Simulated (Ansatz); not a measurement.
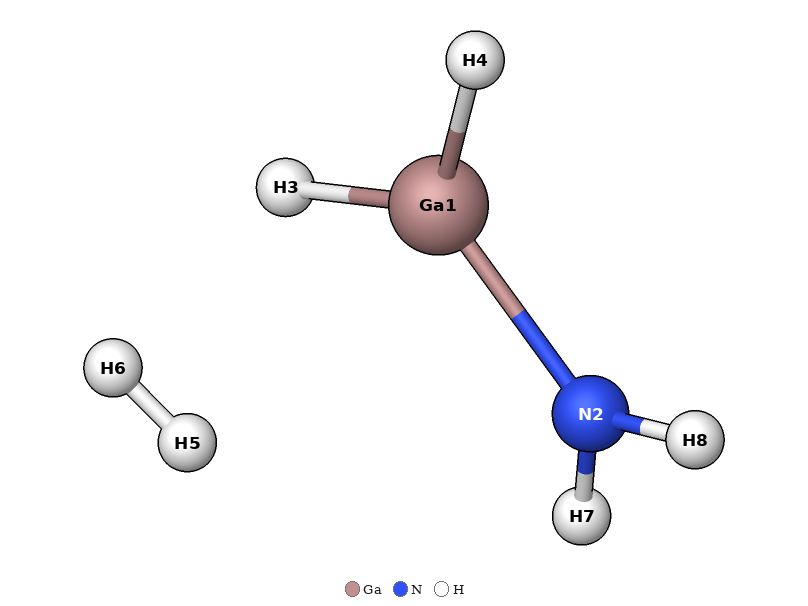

Harmonic vibrations computed with RKS PBE0-D4/def2-TZVP (Ansatz 0.2.0) at a stationary point of the same level.

Question: Minimum or transition state?

Answer: A minimum: no imaginary frequency, and the lowest mode lies at 52 cm⁻¹.

Question: List the wavenumbers.

Answer: 18 modes: 52, 117, 118, 148, 295, 304, 435, 535, 620, 693, 747, 767, 1565, 1999, 2000, 3617, 3723, 4389 cm⁻¹.
